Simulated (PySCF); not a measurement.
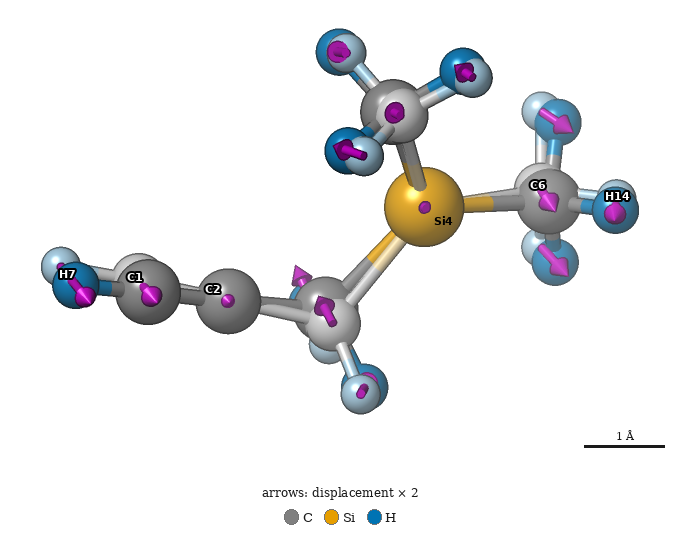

A relaxation of C5H9Si (charge +1). The starting structure is drawn faded, the final one solid; purple arrows show the displacements, magnified 2 times. The two geometries are superimposed by the best rigid fit.

Style: ball-and-stick. Shown from a free direction.

The start comes from GFN2-xTB.

Theory: PySCF 2.14.0, density-fitted response routines, PBE0-D3(BJ)/def2-SVP geometry optimisation, gas phase. 

Which element moves most?

Hydrogen: up to 0.67 Å, against 0.40 Å for carbon.

What did the optimiser do to the structure, and how much energy did it gain?

The energy falls by 4.29 kcal/mol in 13 geometry steps. The largest force component goes from 1.2 to 0.017 eV/Å. An H atom moves most after the best rigid fit: 0.67 Å. Largest moves by element: H 0.67 Å, C 0.40 Å, Si 0.08 Å. Some distances before and after: C–Si 1.878 → 1.823 Å, C–Si 1.898 → 1.852 Å, C–H 1.050 → 1.077 Å, C–H 1.090 → 1.105 Å. Bond angles that change, for instance: C–C–H 108.1° → 112.3°, Si–C–H 111.1° → 107.0°, C–C–H 108.5° → 112.3°. Groups turn about C–Si by about 25°.
